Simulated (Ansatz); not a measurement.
**Sensitivity of the G0W0 gap of Rb2CoAgF6 (Fm-3m)**

A base run on Rb2CoAgF6 (Fm-3m), then changed inputs.

Main program and level: Ansatz 0.2.0; G0W0 on PBE, plane waves, PAW; PAW set soft_1.

In doubt: one-shot GW on d or f shells is unsure, so the values of those runs are not to be relied on.

## Step 1: The structure

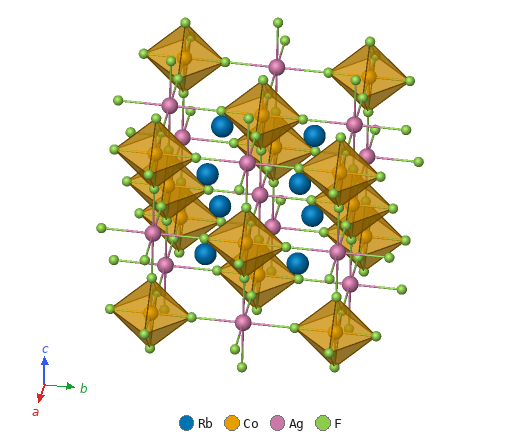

The starting structure, seen slightly off an axis (rubidium blue, cobalt orange, silver pink, fluorine green). This picture shows the conventional cell, with its axes. Some periodic images of atoms are drawn too.

The cell and positions are those that the Materials Project relaxed with its own functionals (PBE, PBE+U or r2SCAN), kept fixed.

## Step 2: The base run: 2×2×2 mesh, 405 empty bands, screening to 108 eV, PAW set soft_1 files

G0W0 replaces the xc potential by the self-energy, built once from these orbitals. Only a window of levels is corrected, while the sums run over the empty bands that the input names. This step takes PAW set soft_1 files.

The input, input.yaml:

```yaml
crystal:
  lattice:
    - [0.0, 4.3018226235, 4.3018226235]
    - [4.3018226235, 0.0, 4.3018226235]
    - [4.3018226235, 4.3018226235, 0.0]
  atoms:
    - { symbol: Rb, position: [0.25, 0.25, 0.25] }
    - { symbol: Rb, position: [0.75, 0.75, 0.75] }
    - { symbol: Co, position: [0.0, 0.0, 0.0] }
    - { symbol: Ag, position: [0.5, 0.5, 0.5] }
    - { symbol: F, position: [0.220346, 0.220346, 0.779654] }
    - { symbol: F, position: [0.220346, 0.779654, 0.779654] }
    - { symbol: F, position: [0.779654, 0.779654, 0.220346] }
    - { symbol: F, position: [0.220346, 0.779654, 0.220346] }
    - { symbol: F, position: [0.779654, 0.220346, 0.779654] }
    - { symbol: F, position: [0.779654, 0.220346, 0.220346] }
kpoints:
  mp_grid: { grid: [2, 2, 2] }
hamiltonian:
  xc: pbe
  pseudopotentials: { kind: paw, azcp: { folder: soft_1 } }
scf:
  occupations: { method: fixed }
gw:
  n_empty_bands: 405
  ecut_chi: 108
  qp_bands: [v3, c3]
  qp_kpoints: band_edges
  screening: { model: contour_deformation }
```

The run is started by

```
$ ansatz run input.yaml --threads 2 --pin off --max-ram 92160MiB --backend cuda --events-out ev --progress --plain --runs-dir out --devices 1 --max-vram 13GiB
```

Numbers of over 12 decimals in the logs are rounded to 6 here.

The program printed:

```text
GPUs: using 1 of 1 available (devices: 1).
Engine: ansatz 0.2.0, x86_64-unknown-linux-gnu
Pseudopotentials: kind: paw
Pseudopotential: Rb, paw, valence charge 9, recommended cutoff 420 eV (normal), soft_1/Rb.paw.azcp
Pseudopotential: Co, paw, valence charge 17, recommended cutoff 420 eV (normal), soft_1/Co.paw.azcp
Pseudopotential: Ag, paw, valence charge 19, recommended cutoff 420 eV (normal), soft_1/Ag.paw.azcp
Pseudopotential: F, paw, valence charge 7, recommended cutoff 420 eV (normal), soft_1/F.paw.azcp
Functional definition: PBE
  parameter kappa = 0.804
  parameter beta = 0.066725
  exchange = pbe_x(kappa = kappa, mu = beta*pi^2/3)
  correlation = pbe_c(beta = beta)
device memory: the entry about to start is reckoned to put 2.7 GiB on a device that reports 43.1 GiB free (of which the cap on the GPU budget leaves the run 13.0 GiB)
GPU FFT provider: cuFFT
GPU libraries: cuBLAS 13.8.2, cuFFT 12.4.0, cuSOLVER 12.3.4
Crystal: 10 atoms, lattice volume = 159.216 Å³
Basis set: ecut = 420 eV, 3119 PW (Γ)
Bands: 58, of which v1, the nominal top of the filled ones, is band 48 counted from 1 (47 counted from 0)
Symmetry: 48 space group operations
Space group: Fm-3m (ITA 225), of the structure as read, at distance tolerance 5.4e-5 Å
k-points: 3 of 8
Non-local potential: Rb, projectors of the file, l = 0: 3, l = 1: 2, l = 2: 2
Non-local potential: Co, projectors of the file, l = 0: 3, l = 1: 2, l = 2: 3, l = 3: 1
Non-local potential: Ag, projectors of the file, l = 0: 3, l = 1: 2, l = 2: 2, l = 3: 1
Non-local potential: F, projectors of the file, l = 0: 2, l = 1: 2, l = 2: 1
PAW form: soft (Blöchl's): semilocal exchange-correlation on the pseudo side does not see the compensation charge
PAW one-centre angular grid: Rb, 110 points (default); XC on 64 Gauss nodes
PAW one-centre angular grid: Co, 590 points (default); XC on 64 Gauss nodes
PAW one-centre angular grid: Ag, 590 points (default); XC on 64 Gauss nodes
PAW one-centre angular grid: F, 110 points (default); XC on 64 Gauss nodes
Initial density: superposition of atomic densities (chi_scale 0.1, normalization cell, long waves kept (reshape's long-wave potential 0.02 eV rms))
Initial wavefunctions: pseudopotential atomic-orbital guess
GPU buffer pool allocated for 91125 grid points (all kernels)
GPU transforms: local potential and band sums: pruned to the plane-wave sphere, on 45×45×45
Functional: x = pbe(κ = 0.804, μ = 0.219515), c = pbe(β = 0.066725)
SCF iter   1: F=—  HF=-24130.867807 eV  |F-HF|=—  |Δ(HF+E_count)|=         —  Δρ=3.54e-1  dr2=1.62e2  ethr=3.10e-3  ⟨swp⟩=5.0  Hψ=548  notcnv=0  defer=24
preconditioner: auto → Resta (q_TF=auto, 2.508 Å⁻¹)  ε∞=4.9  [insulator: Δε(μ)=0.181 eV  Ē_g=12.951 eV  n_scr=50 (ndim 8)  ℏωp=25.7 eV  f_vac=0.025  ε∞_Penn≈4.9]
[...]
SCF converged after 14 iterations
Free energy (F): -24106.041624 eV
Harris-Foulkes:  -24106.041624 eV  (|F-HF|=3.03e-9)
Internal energy: -24106.041624 eV  (E = F + TS)
E sigma→0 (E₀):  -24106.041624 eV
Fermi energy:    5.563018 eV
--- Per-component energies (eV) ---
  E_band       = -1129.693593
  E_kinetic    = 2303.479517
  E_local      = -12587.443969  (includes V_loc(G=0)·N_el)
  E_nonlocal   = 1366.180661
  E_hartree    = 5262.340224
  E_xc         = -959.029326
  E_vxc        = -1167.430552  (∫ρ·V_xc dr)
  E_paw        = -12000.646104  (= ΣΔE_a)
  E_vpaw       = -1569.162536  (= ΣTr[D̂ρ^β])
  E_aug_tail   = 0.004491  (compensation charges beyond the density's cutoff)
  E_ewald      = -7490.927116
  E_smearing   = -0.000000  (= −TS)
  E_closure    = -0.000000  (closes the sum)
  Σ components = -24106.041624   (vs F -24106.041624, Δ=0.00e0)
--- Band table (eV) ---
  k-point 0: bands = [... 44 lower, 4.1861, 5.5630, 5.5630, 5.5630, 7.4318, 7.4318, 8.5140, 12.5523, ... 6 higher]
  k-point 1: bands = [... 44 lower, 4.7371, 5.4752, 5.5152, 5.5152, 7.0064, 7.0064, 9.7275, 11.8955, ... 6 higher]
  k-point 2: bands = [... 44 lower, 4.3494, 5.5198, 5.5548, 5.5548, 6.5021, 7.4335, 10.4134, 11.9846, ... 6 higher]
--- G₀W₀: contour deformation, 7 samples at zero and on the imaginary axis and 1 off it, 8 q-points, 405 empty bands' worth ---
  eigenvalues of the whole cell's RPA ε∞ on this k-mesh (on a slab, of 1 + 4πα/V) = 4.0766, 4.0766, 4.0766; static W/v taken at q = 0 is 0.245302
  bands read: the sum over 453 bands ends inside a degenerate multiplet in 1 slot, whose members it reads at an even weight; the widest, k=1: bands 453 to 454 (counted from 1) at 1/2 each
  gw.qp_kpoints: band_edges: 3 of 3 stored k-points solved, in 1 pass; an edge of the gap read off the rows below is read off those points alone
  `?` marks the rows in doubt; gw_qp.tsv's column doubts and the gw_qp event give each row's grounds
    ik  band        ε_KS         Σx   Σc(E_QP)       V_xc       Z   E_QP_lin       E_QP  E_QP is
     0    46      5.5630   -41.9496     8.7263   -32.8610  0.5941     5.1899     5.2007  root ?
     0    47      5.5630   -41.9496     8.7263   -32.8610  0.5941     5.1899     5.2007  root ?
     0    48      5.5630   -41.9496     8.7263   -32.8610  0.5941     5.1899     5.2007  root ?
     0    49      7.4318   -25.4265    -6.2148   -32.8875  0.5970     8.8739     8.6780  root ?
     0    50      7.4318   -25.4265    -6.2148   -32.8875  0.5970     8.8739     8.6780  root ?
     0    51      8.5140    -7.7887    -4.3196   -12.7086  0.7551     9.1347     9.1143  root
     1    46      5.4752   -42.0018     8.8857   -32.7985  0.5842     5.1486     5.1576  root ?
     1    47      5.5152   -42.0658     8.8646   -32.8721  0.5876     5.1768     5.1861  root ?
     1    48      5.5152   -42.0658     8.8646   -32.8721  0.5876     5.1768     5.1861  root ?
[...]
1    51      9.7275    -9.6406    -4.4257   -14.8331  0.8064    10.5841    10.4942  root
[...]
2    48      5.5548   -42.2247     8.8785   -33.0115  0.5899     5.2107     5.2201  root ?
     2    49      6.5021   -21.3892    -6.6190   -29.4154  0.6460     8.0647     7.9094  root ?
     2    50      7.4335   -25.4266    -6.2319   -32.9034  0.5963     8.8778     8.6784  root ?
     2    51     10.4134   -12.2434    -5.0575   -18.3580  4.1294    16.5658    11.4705  root ?
```

It took 15 s on 1 × NVIDIA H100 80GB HBM3 (shared by 6 runs) with 2 threads of AMD EPYC 7R13 (Zen 3), shared host; peak memory 1.3 GiB; 14 s of CPU time.

This step gave:

```
bands summed                                 : 453
RPA ε∞ on this mesh (eigenvalues)            : 4.077, 4.077, 4.077
plane waves in the screening matrix          : 411
q-points in the mesh                         : 8
G0W0 gap on the mesh                         : 2.689 eV
k of the valence top                         : 0, -0.5, -0.5
k of the conduction bottom                   : 0, -0.5, -0.5
starting gap on the mesh                     : 0.9391 eV
Z at the valence top                         : 0.5899
Z at the conduction bottom                   : 0.6460
least direct G0W0 gap on the computed points : 2.689 eV
```

The gap on the mesh goes from 0.94 eV to 2.69 eV, a correction of +1.75 eV. The program marks an edge row as in doubt. Between the two edge states, bare exchange in place of the xc potential would open the gap by 17.24 eV, and correlation takes back 15.50 eV.

## Step 3: Variant: no symmetry

input.yaml, as its differences from that of step 2:

```diff
@@ -16,2 +16,3 @@
     - { symbol: F, position: [0.779654, 0.220346, 0.220346] }
+  symmetry: { detect: false }
 kpoints:
@@ -24,4 +25,4 @@
 gw:
-  n_empty_bands: 405
-  ecut_chi: 108
+  n_empty_bands: 168
+  ecut_chi: 60
   qp_bands: [v3, c3]
```

The program printed:

```text
GPUs: using 1 of 1 available (devices: 1).
[...]
GPU FFT provider: cuFFT
GPU libraries: cuBLAS 13.8.2, cuFFT 12.4.0, cuSOLVER 12.3.4
Crystal: 10 atoms, lattice volume = 159.216 Å³
Basis set: ecut = 420 eV, 3119 PW (Γ)
Bands: 58, of which v1, the nominal top of the filled ones, is band 48 counted from 1 (47 counted from 0)
Symmetry: 1 space group operations
k-points: 8
[...]
GPU buffer pool allocated for 91125 grid points (all kernels)
[...]
SCF iter   1: F=—  HF=-24130.867986 eV  |F-HF|=—  |Δ(HF+E_count)|=         —  Δρ=3.54e-1  dr2=1.62e2  ethr=3.10e-3  ⟨swp⟩=5.0  Hψ=1465  notcnv=0  defer=64
[...]
SCF iter  14: F=-24106.041624 eV  HF=-24106.041624 eV  |F-HF|=3.03e-8  |Δ(HF+E_count)|=   2.50e-7  Δρ=8.26e-6  dr2=6.87e-8  ethr=1.04e-10  ⟨swp⟩=11.9  Hψ=1877  notcnv=0
SCF 1 converged in 14 iterations: F = -24106.041624 eV  dr2 = 6.87e-8
[...]
NSCF: frozen V_eff on 8 k-points
[...]
G₀W₀ screening: q 1/8
[... further progress lines ...]
[...]
SCF converged after 14 iterations
Free energy (F): -24106.041624 eV
[...]
Internal energy: -24106.041624 eV  (E = F + TS)
E sigma→0 (E₀):  -24106.041624 eV
Fermi energy:    5.563053 eV
[...]
--- Band table (eV; the first three rows and the last of 8) ---
  k-point 0: bands = [... 44 lower, 4.1861, 5.5630, 5.5630, 5.5631, 7.4319, 7.4319, 8.5140, 12.5523, ... 6 higher]
  k-point 1: bands = [... 44 lower, 4.7371, 5.4752, 5.5153, 5.5153, 7.0064, 7.0064, 9.7275, 11.8955, ... 6 higher]
[...]
0    51      8.5140    -7.7887    -4.2112   -12.7086  0.7564     9.2521     9.2228  root
     1    46      5.4752   -42.0018     8.6638   -32.7985  0.5948     4.9094     4.9357  root ?
     1    47      5.5153   -42.0658     8.6426   -32.8721  0.5980     4.9377     4.9642  root ?
     1    48      5.5153   -42.0658     8.6426   -32.8721  0.5980     4.9377     4.9642  root ?
     1    49      7.0064   -23.9108    -6.7310   -32.3182  0.6178     9.0157     8.6828  root ?
     1    50      7.0064   -23.9108    -6.7310   -32.3182  0.6178     9.0157     8.6828  root ?
     1    51      9.7275    -9.6406    -4.2891   -14.8331  0.8146    10.7571    10.6309  root ?
[...]
3    46      5.5199   -41.9318     8.5496   -32.8234  0.6004     4.9338     4.9611  root
     3    47      5.5548   -42.2247     8.6539   -33.0115  0.6001     4.9688     4.9955  root
     3    48      5.5548   -42.2247     8.6539   -33.0115  0.6001     4.9688     4.9955  root
[...]
5    46      5.5199   -41.9317     8.5496   -32.8233  0.6004     4.9338     4.9611  root
     5    47      5.5548   -42.2248     8.6539   -33.0115  0.6001     4.9688     4.9955  root
     5    48      5.5548   -42.2248     8.6539   -33.0115  0.6001     4.9688     4.9955  root
[...]
6    46      5.5199   -41.9318     8.5496   -32.8234  0.6004     4.9338     4.9611  root
     6    47      5.5548   -42.2247     8.6539   -33.0115  0.6001     4.9688     4.9955  root
     6    48      5.5548   -42.2247     8.6539   -33.0115  0.6001     4.9688     4.9955  root
[...]
7    48      5.5153   -42.0658     8.6426   -32.8721  0.5980     4.9377     4.9642  root ?
     7    49      7.0064   -23.9108    -6.7310   -32.3182  0.6178     9.0157     8.6828  root ?
     7    50      7.0064   -23.9108    -6.7310   -32.3182  0.6178     9.0157     8.6828  root ?
     7    51      9.7275    -9.6406    -4.2891   -14.8331  0.8146    10.7571    10.6309  root ?
```

Wall time 15 s (1 × NVIDIA H100 80GB HBM3 (shared by 6 runs) with 2 threads); peak memory 1.2 GiB; 17 s of CPU time.

The G0W0 gap on the mesh is 3.202 eV.

Against the base:

```
              setting  base  variant
          empty bands   405      168
screening cutoff (eV)   108       60
   symmetry detection     -    false
```

```
                                    quantity  variant   base
                    starting gap on the mesh    0.939  0.939
                        G0W0 gap on the mesh    3.202  2.689
least direct G0W0 gap on the computed points    3.202  2.689
                        Z at the valence top    0.600  0.590
                  Z at the conduction bottom    0.652  0.646
```

## Step 4: Variant: coarser q mesh

input.yaml, as its differences from that of step 3:

```diff
@@ -16,3 +16,2 @@
     - { symbol: F, position: [0.779654, 0.220346, 0.220346] }
-  symmetry: { detect: false }
 kpoints:
@@ -25,4 +24,4 @@
 gw:
-  n_empty_bands: 168
-  ecut_chi: 60
+  n_empty_bands: 361
+  ecut_chi: 100
   qp_bands: [v3, c3]
@@ -30 +29,2 @@
   screening: { model: contour_deformation }
+  q_mesh: [1, 1, 1]
```

The program printed:

```text
GPUs: using 1 of 1 available (devices: 1).
[...]
GPU FFT provider: cuFFT
GPU libraries: cuBLAS 13.8.2, cuFFT 12.4.0, cuSOLVER 12.3.4
Crystal: 10 atoms, lattice volume = 159.216 Å³
Basis set: ecut = 420 eV, 3119 PW (Γ)
Bands: 58, of which v1, the nominal top of the filled ones, is band 48 counted from 1 (47 counted from 0)
[... 1 set-up line as in the run before ...]
[...]
k-points: 3 of 8
[...]
GPU buffer pool allocated for 91125 grid points (all kernels)
[...]
SCF iter   1: F=—  HF=-24130.867807 eV  |F-HF|=—  |Δ(HF+E_count)|=         —  Δρ=3.54e-1  dr2=1.62e2  ethr=3.10e-3  ⟨swp⟩=5.0  Hψ=548  notcnv=0  defer=24
[...]
SCF iter  14: F=-24106.041624 eV  HF=-24106.041624 eV  |F-HF|=3.03e-9  |Δ(HF+E_count)|=   7.98e-8  Δρ=2.45e-6  dr2=8.46e-9  ethr=1.04e-10  ⟨swp⟩=10.3  Hψ=607  notcnv=0
SCF 1 converged in 14 iterations: F = -24106.041624 eV  dr2 = 8.46e-9
[...]
G₀W₀ screening: q 1/1
[... further progress lines ...]
[...]
SCF converged after 14 iterations
Free energy (F): -24106.041624 eV
[...]
Internal energy: -24106.041624 eV  (E = F + TS)
E sigma→0 (E₀):  -24106.041624 eV
Fermi energy:    5.563018 eV
[...]
--- Band table (eV) ---
  k-point 0: bands = [... 44 lower, 4.1861, 5.5630, 5.5630, 5.5630, 7.4318, 7.4318, 8.5140, 12.5523, ... 6 higher]
  k-point 1: bands = [... 44 lower, 4.7371, 5.4752, 5.5152, 5.5152, 7.0064, 7.0064, 9.7275, 11.8955, ... 6 higher]
  k-point 2: bands = [... 44 lower, 4.3494, 5.5198, 5.5548, 5.5548, 6.5021, 7.4335, 10.4134, 11.9846, ... 6 higher]
[...]
0    46      5.5630   -42.2178     8.7789   -32.8610  0.6047     4.9563     4.9851  root
     0    47      5.5630   -42.2178     8.7789   -32.8610  0.6047     4.9563     4.9851  root
     0    48      5.5630   -42.2178     8.7789   -32.8610  0.6047     4.9563     4.9851  root
     0    49      7.4318   -26.0807    -5.3768   -32.8875  0.6282     9.0538     8.8618  root ?
     0    50      7.4318   -26.0807    -5.3768   -32.8875  0.6282     9.0538     8.8618  root ?
     0    51      8.5140    -7.3320    -4.8328   -12.7086  0.7154     9.0774     9.0578  root
     1    46      5.4752   -42.0223     8.7874   -32.7985  0.5987     5.0231     5.0388  root ?
     1    47      5.5152   -42.1764     8.8376   -32.8721  0.5995     5.0305     5.0485  root ?
     1    48      5.5152   -42.1764     8.8376   -32.8721  0.5995     5.0305     5.0485  root ?
     1    49      7.0064   -22.9725    -7.6902   -32.3182  0.6163     8.9705     8.6619  root ?
     1    50      7.0064   -22.9725    -7.6902   -32.3182  0.6163     8.9705     8.6619  root ?
     1    51      9.7275    -9.4520    -4.6923   -14.8331  0.7062    10.4499    10.4163  root
     2    46      5.5198   -42.0372     8.7085   -32.8234  0.6026     4.9933     5.0146  root
     2    47      5.5548   -42.4388     8.9155   -33.0115  0.5997     5.0211     5.0431  root ?
     2    48      5.5548   -42.4388     8.9155   -33.0115  0.5997     5.0211     5.0431  root ?
     2    49      6.5021   -20.2625    -7.6015   -29.4154  0.6308     8.3008     8.0535  root ?
     2    50      7.4335   -26.0099    -5.4250   -32.9034  0.6275     9.1085     8.9020  root ?
     2    51     10.4134   -12.0648    -5.2765   -18.3580  0.8270    11.7355    11.4301  root ?
```

Elapsed: 11 s, on 1 × NVIDIA H100 80GB HBM3 (shared by 6 runs) with 2 threads; peak memory 1.2 GiB; 9.5 s of CPU time.

Against the base:

```csv
setting,base,variant
empty bands,405,361
screening cutoff (eV),108,100
q mesh,-,"[1, 1, 1]"
```

```
                                    quantity  variant   base
                    starting gap on the mesh    0.939  0.939
                        G0W0 gap on the mesh    3.005  2.689
least direct G0W0 gap on the computed points    3.010  2.689
                        Z at the valence top    0.599  0.590
                  Z at the conduction bottom    0.631  0.646
```

## Step 5: Summary of results

```yaml
base: 2.69 eV, 15 s
no_symmetry: 3.20 eV, 15 s
coarser_q_mesh: 3.01 eV, 11 s
```

What this shows: No symmetry: the gap moves by +0.51 eV. The variant differs from the base in empty bands, screening cutoff and symmetry detection together, so the change can't be laid to one of them. Symmetry itself changes the cost, not the physics. Coarser q mesh: the gap moves by +0.32 eV; such settings are too crude to quote. The variant differs from the base in empty bands, screening cutoff and q mesh together, so the change can't be laid to one of them. All runs here use a coarse mesh and modest cutoffs; they test settings and are not final values. The 2×2×2 mesh is coarse for this cell (its supercell is 12 Å along the shortest edge). The RPA ε∞ on it, from the PBE start, is 4.08; such meshes misread the long-range screening, most where the gap is narrow. The runs have no spin polarisation. For a closed low-spin shell that is the natural state; where a d or f shell is open it is a constraint, and the gap is then not the crystal's own. A d shell, filled or nearly so, lies near the gap. One-shot GW converges very slowly in bands there, not always from below, and on a semilocal start the gap tends to come out low; starts rich in exact exchange can overshoot instead. With d states at the gap, one-shot GW leans hard on its start. The many-body steps are scalar-relativistic: spin-orbit coupling is not in them. The program marks a band-edge row as in doubt, so the gap is less sure than its digits.

[Paths, hosts, dates, memory and timing lines, banners, echoed tables and standing remarks are left out of the program output.]

[Logs are printed without paths, hosts, clocks, repeated set-up lines and the standing remarks that a program may print on its own settings, such as how far it seeks lower states.]

[Runs of the session that timed out or met a known fault of the program may be left out.]

[Cells called generated may have been cut or substituted from an entry of the Crystallography Open Database or the Materials Project.]

[Hosts, paths, dates, database ids (printed as entryN), source tags and the programs' standing remarks are cut or masked in the printed files.]
